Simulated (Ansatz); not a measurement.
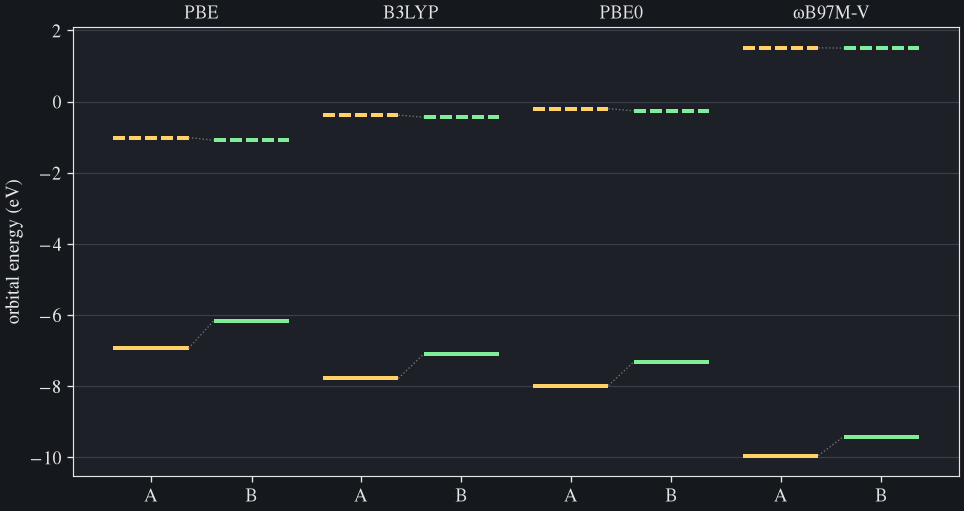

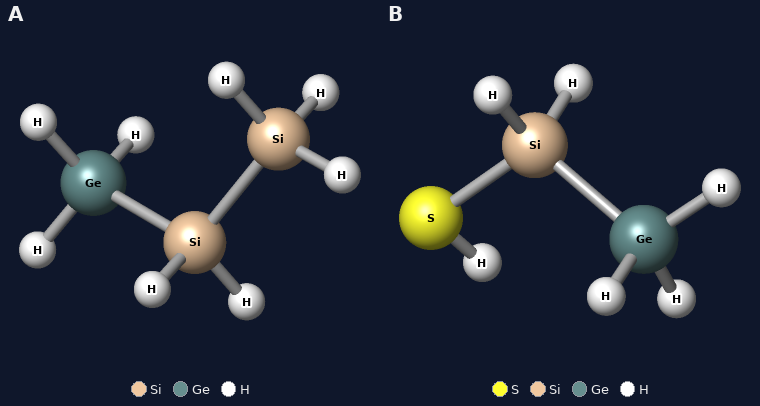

One change: A, GeSi₂H₈ (SMILES [SiH3][SiH2][GeH3]), becomes B, GeSiH₆S (SMILES S[SiH2][GeH3]). SiH₃ on Si is replaced by SH. HOMO (solid) and LUMO (dashed) computed in def2-TZVPP at PBE0-D4/def2-TZVP geometries, both minima by their frequencies, gas phase, the Ansatz code. Empty levels above zero depend strongly on the basis.

What does the change do to HOMO and LUMO?

Answer. PBE: the HOMO rises by 0.78 eV, the LUMO falls by 0.08 eV, and the separation goes from 5.92 to 5.07 eV. B3LYP: the HOMO rises by 0.69 eV, the LUMO falls by 0.06 eV, and the separation goes from 7.40 to 6.65 eV. PBE0: the HOMO rises by 0.67 eV, the LUMO falls by 0.06 eV, and the separation goes from 7.78 to 7.06 eV. ωB97M-V: the HOMO rises by 0.54 eV, the LUMO hardly moves, and the separation goes from 11.46 to 10.92 eV.

Do the functionals agree on the effect?

Answer. They agree on the direction for both levels; the HOMO shift lies between 0.54 and 0.78 eV and the LUMO shift between −0.08 and −0.01 eV, while the separations themselves differ by up to 5.8 eV between functionals.
